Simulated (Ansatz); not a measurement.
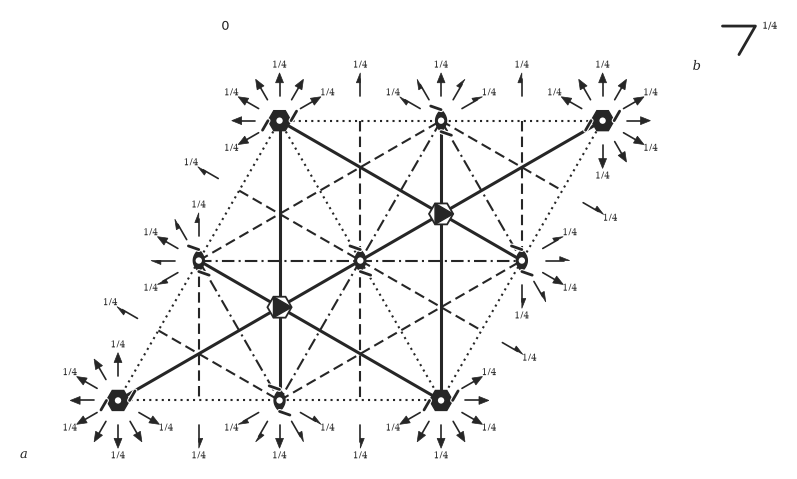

Symmetry elements of a space group, projected down c, computed from the operations of a computed or model structure of composition C.

Symbols follow the International Tables: origin at the upper left, the third axis towards the viewer; heavy, dashed, dotted, dash-dotted and dash-dot-dot lines are mirror, in-plane glide, out-of-plane glide, diagonal (n; with arrows d) and double (e) glide planes seen edge on; arrows at the rim are 2 (full head) and 2₁ (half head) axes in the plane; the corner sign is a plane parallel to the page; fractions are heights. Handed screw axes carry their printed symbol instead of tails.

Which space group is it?

Answer. P6₃/mmc (No. 194); primitive hexagonal, point group 6/mmm, 24 general positions a cell.

List the elements shown.

Answer. −6 axes along c at (1/3, 2/3), (2/3, 1/3); 6₃ axes along c at (0, 0); 2₁ axes along c at (0, 1/2), (1/2, 0), (1/2, 1/2); inversion centres at (0, 0), (0, 1/2), (1/2, 0), (1/2, 1/2); mirror planes holding c and [1 2 0] or [2 1 0] or [−1 1 0]; in-plane glide planes holding c and [1 2 0] or [2 1 0] or [−1 1 0]; c glide planes normal to a*, at x = 0; n glide planes normal to a*, at x = 1/2; c glide planes normal to b*, at y = 0; n glide planes normal to b*, at y = 1/2; c glide planes holding c and [1 1 0]; diagonal glide planes holding c and [1 1 0]; a mirror plane normal to c at height 1/4; 2 axes along [1 1 0] at height 0; 2 axes along [1 2 0] at height 1/4; 2 axes along [2 1 0] at height 1/4; 2 axes along [−1 1 0] at height 1/4; 2 axes along a at height 0; 2 axes along b at height 0; 2₁ axes along [1 1 0] at height 0; 2₁ axes along [1 2 0] at height 1/4; 2₁ axes along [2 1 0] at height 1/4; 2₁ axes along [−1 1 0] at height 1/4; 2₁ axes along a at height 0; 2₁ axes along b at height 0. Heights repeat every half period; positions are (a, b) fractions, modulo 1.

Write the general positions (in any order).

Answer. x, y, z
−x, −y, −z
x−y, x, z+1/2
−x+y, −x, −z+1/2
−y, x−y, z
y, −x+y, −z
−x, −y, z+1/2
x, y, −z+1/2
−x+y, −x, z
x−y, x, −z
y, −x+y, z+1/2
−y, x−y, −z+1/2
−y, −x, −z+1/2
y, x, z+1/2
−x, −x+y, −z
x, x−y, z
−x+y, y, −z+1/2
x−y, −y, z+1/2
y, x, −z
−y, −x, z
x, x−y, −z+1/2
−x, −x+y, z+1/2
x−y, −y, −z
−x+y, y, z
